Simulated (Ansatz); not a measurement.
## Electronic structure of AlFH₅O₂Si···H₂O (doublet) in real space

The calculation's input:

```
crystal:
  periodic: [false, false, false]
  atoms:
    - {symbol: Al, position_ang: [-1.608962, 0.524020, -0.387640]}
    - {symbol: O, position_ang: [-0.199341, -0.527508, -0.344044]}
    - {symbol: Si, position_ang: [0.226887, -2.017885, -0.871838]}
    - {symbol: F, position_ang: [-2.729542, 0.243413, 0.825821]}
    - {symbol: H, position_ang: [0.179718, 1.906007, 0.654807]}
    - {symbol: O, position_ang: [-0.800583, 2.063296, 0.454730]}
    - {symbol: H, position_ang: [1.179961, 0.363748, 0.398960]}
    - {symbol: O, position_ang: [1.551838, 1.173963, 0.811698]}
    - {symbol: H, position_ang: [-0.200301, -3.072158, 0.084739]}
    - {symbol: H, position_ang: [-0.366178, -2.310545, -2.204235]}
    - {symbol: H, position_ang: [1.711605, -2.059043, -0.989157]}
    - {symbol: H, position_ang: [-1.260278, 2.278414, 1.275194]}
    - {symbol: H, position_ang: [2.315177, 1.434278, 0.290864]}
basis:
  gaussian: {orbitals: def2-TZVPP}
magnetization: {spin_polarized: true, initial_magnetization: 1}
hamiltonian: {xc: pbe0, dispersion: d4}
output: {orbitals: {seedname: orbitals}}
```

Run with:

```sh
ansatz run in.yaml --threads 4 --pin off --events-out ev --progress --plain --max-ram 66560MiB --backend cuda --devices 0, --max-vram 37GiB
```

The reactant side of a reaction path; geometry: PBE0-D4/def2-TZVP.

Theory: UKS PBE0-D4/def2-TZVPP in Ansatz.

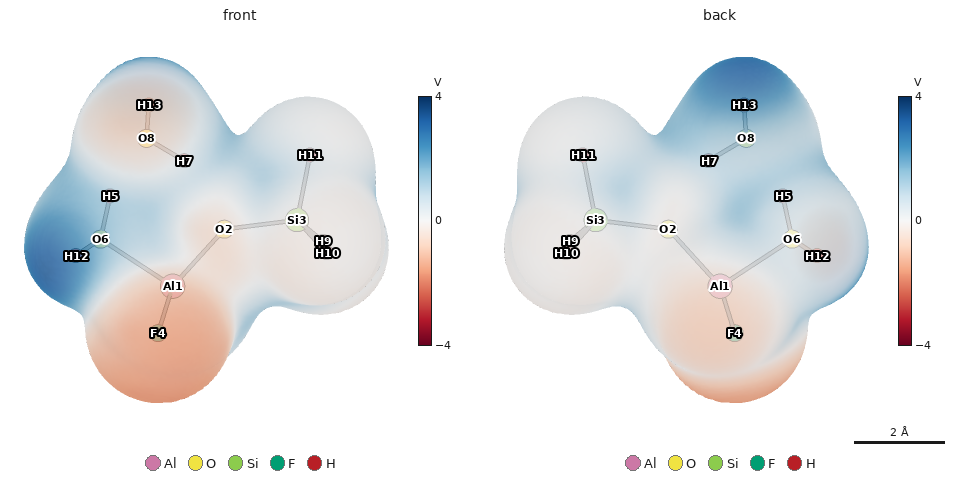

Figure 1. The molecular electrostatic potential painted on the density surface at 0.002 e/bohr³, seen from the front and from behind; red is negative and blue positive.

Describe the electrostatic potential map.

Answer. The most negative region (about −1.7 V) lies over F4, the most positive (about +3.2 V) over H12 and H13.

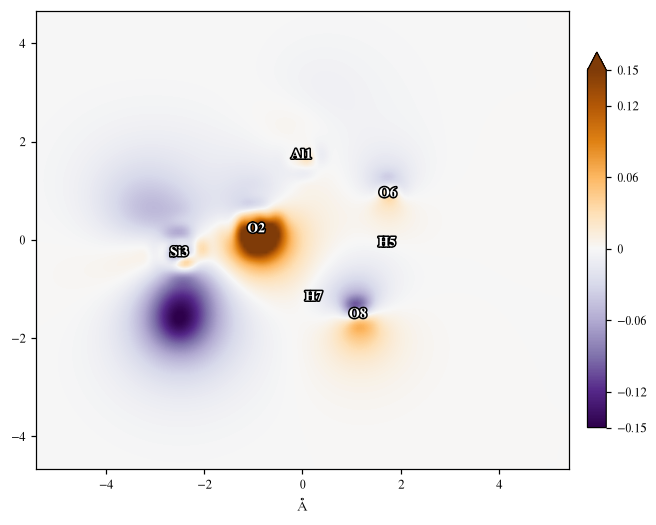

Figure 2. The HOMO (β) on the plane of atoms Al1, O6 and H5 (values in Å⁻³ᐟ²; the overall sign is arbitrary).

What is the character of this orbital?

Answer. Its weight (Hirshfeld) is mainly on O2 (about 35 %), Si3 (about 25 %), H9 (about 25 %) and H10 (about 10 %). Its energy is −8.69 eV.

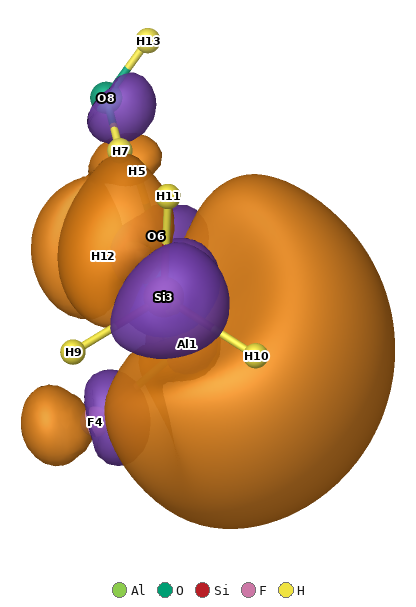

Figure 3. The LUMO (β) at ±0.06 Å⁻³ᐟ² (orange and purple are the two phases), seen at an oblique angle.

Where does this orbital lie, and at what energy?

Answer. By Hirshfeld shares it lies mainly on Al1 (about 70 %) and Si3 (about 5 %). Its energy is −1.61 eV.
